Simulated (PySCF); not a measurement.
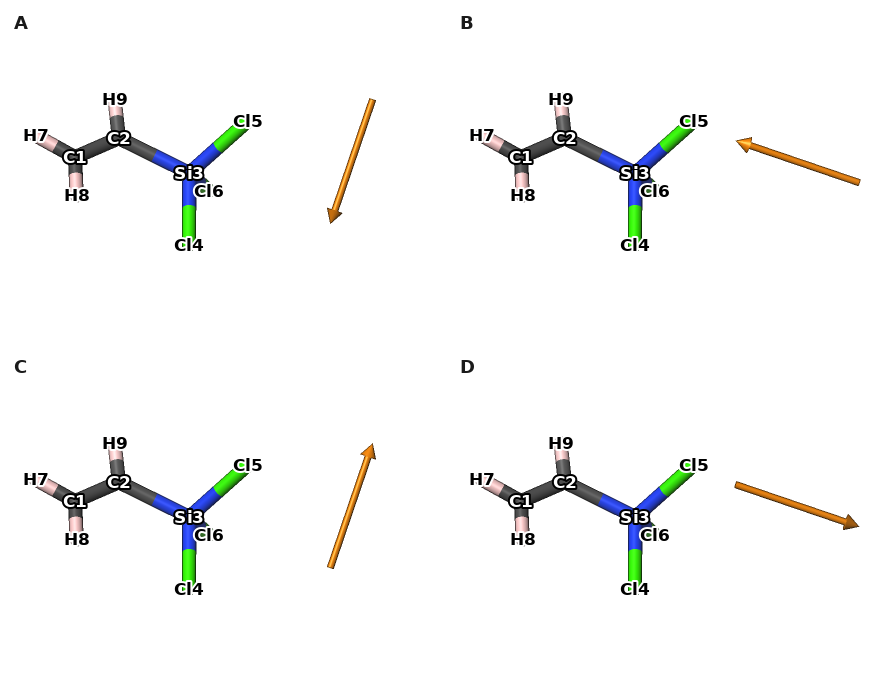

The same molecule four times, each with an arrow. The computed structure is the end point of a GFN2-xTB optimisation. No frequency run is at hand to confirm it as a minimum. Method: B3LYP/def2-SVPD, gas phase (PySCF 2.14.0).

Question: Which arrow points along the dipole moment, from the negative to the positive end?

Answer: B. The dipole moment is 1.92 D; it points from the side of Cl5, Cl6 to the side of H7 (the outermost atoms at the two ends).

The geometry is semi-empirical. Around Si such bond lengths and angles can be off by a tenth of an ångström or more and by several degrees, and values that hang on the shape move with them.
